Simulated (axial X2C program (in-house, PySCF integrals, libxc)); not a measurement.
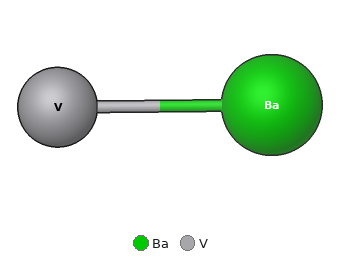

*The molecule at the reference distance of 3.283 Å.*

**Relativistic diatomic calculation for BaV**

BaV, single determinant with M_S = 3/2 and |Λ| = 1 (not the lowest found). Level asked for: PBE0, spin-free X2C-1e, Ba dyall-cv3z, V dyall-cv3z (cores contracted) (axial X2C program (in-house, PySCF integrals, libxc)).

Input file:
```
{"zs": [56, 23], "q": 0, "bas": ["dyall-cv3z", "dyall-cv3z"], "levels": ["PBE0", "HF", "PW91"], "cc": true, "r0": 3.3, "thr": -2.0, "nmax": 90, "npts": 10, "nst": 2, "ntry": 6}
```

The line is the task of a batch: nuclear charges, charge, bases, the levels to run, a first guess of the distance and further settings. This report covers PBE0 without spin-orbit coupling. The log is that of the reference distance 3.283 Å.

Launched within a batch (the task file carries these settings):
```bash
python <driver script> task.json out
```

Log:
```
spin-free X2C-1e  PBE0
basis functions 261  fitting functions 1361  grid points 5805
iter        total energy     max residual
   1      -9083.330925004     1.39e+00
   2      -9083.459157584     8.17e-03
   3      -9083.459324733     6.63e-03
   4      -9083.459348293     4.03e-03
   5      -9083.459356674     2.14e-03
   6      -9083.459360799     3.86e-04
   7      -9083.459361472     2.47e-04
   8      -9083.459362302     3.29e-04
   9      -9083.459363100     4.52e-05
  10      -9083.459363183     3.19e-05
  11      -9083.459363227     1.76e-05
  12      -9083.459363251     8.52e-06
  13      -9083.459363254     3.78e-06
converged
one-electron -12822.79360295  Coulomb 3777.00804986  exact exchange -60.39374960  xc functional -184.88903030  nuclear repulsion 207.60896974
```

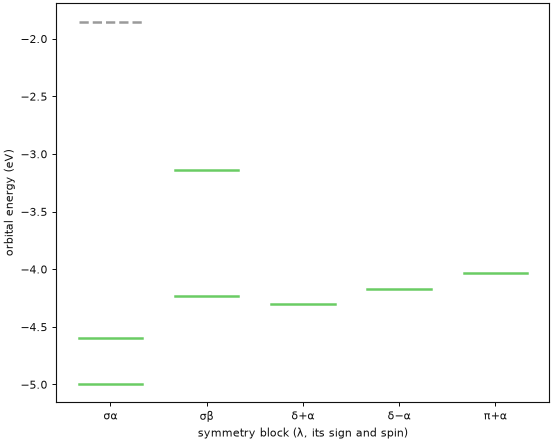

*Orbital energies near the frontier at 3.28 Å, filled (solid) and empty (dashed); a label such as π−α means λ = −1 and α spin.*

The highest filled orbital (σβ; 26 % Ba p, 23 % Ba d) lies at −3.14 eV, the lowest empty one (σα; 47 % Ba s, 20 % Ba p) at −1.85 eV.

Outcome:

- outcome: not converged in a step after the SCF shown
- largest ⟨S²⟩ along the curve: 4.77
- hardware: 1 thread of Arm Neoverse V1, 24 GiB of memory available, shared host
- wall time: 13 s
- peak memory: 1.1 GiB

Diagnosis:

The SCF whose log is shown converged, but a later step did not. The run therefore gave no full result. ⟨S²⟩ reaches 4.77 where a pure state of this multiplicity has 3.75, so the determinant is spin-contaminated.
